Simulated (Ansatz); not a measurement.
Potential energy curve for FLi, singlet.

Levels: UHF/cc-pVDZ (Ansatz, a program for electronic structure); RCCSD(T) = Ansatz with CCSD(T) on RHF/cc-pVDZ, frozen core; UKS-PBE = unrestricted PBE/cc-pVDZ (Ansatz).

Energies are in kcal/mol, each relative to the lowest point of its own curve between 1.34 and 1.94 Å, where full CI is lowest.

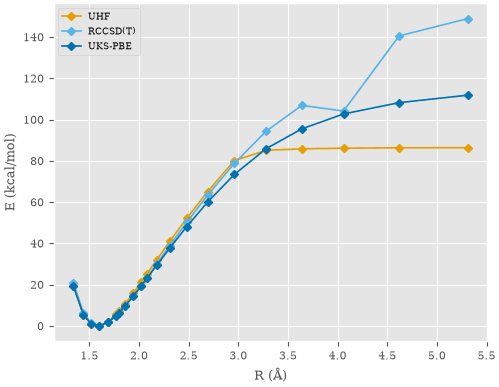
Fig. 1. Energy against bond length for each method.

```csv
R / Å,UHF,RCCSD(T),UKS-PBE
1.34,19.4,21.0,19.1
1.44,5.3,6.2,5.4
1.52,0.7,1.2,0.9
1.60,0.0,0.0,0.0
1.69,2.1,1.7,1.8
1.77,5.6,4.8,5.0
1.80,7.2,6.3,6.4
1.86,10.7,9.5,9.6
1.94,15.8,14.3,14.3
2.02,21.1,19.5,19.2
2.08,25.2,23.4,23.1
2.18,32.1,30.2,29.5
2.31,40.9,39.0,37.7
2.48,52.1,50.2,48.1
2.69,65.0,63.3,59.9
2.96,80.1,78.7,73.4
3.28,85.1,94.3,85.9
3.64,85.8,106.9,95.5
4.06,86.1,104.1,102.7
4.62,86.3,140.5,108.2
5.31,86.3,148.9,111.8
```

At the longest distance, 5.31 Å, RCCSD(T) lies highest above its minimum (148.9 kcal/mol) and UHF lowest (86.3 kcal/mol).

The scan ran from 1.34 to 6.28 Å; beyond the distances shown full CI changes its symmetry label. The unrestricted determinant behind UHF is spin-contaminated at 3.28 to 5.31 Å (<S²> up to 1.0, against 0.00 for a pure singlet). The T1 diagnostic of CCSD on the restricted reference of RCCSD(T) exceeds 0.045 at 2.96 to 5.31 Å. The unrestricted determinant behind UKS-PBE is spin-contaminated at 3.28 to 5.31 Å (<S²> up to 0.6, against 0.00 for a pure singlet).
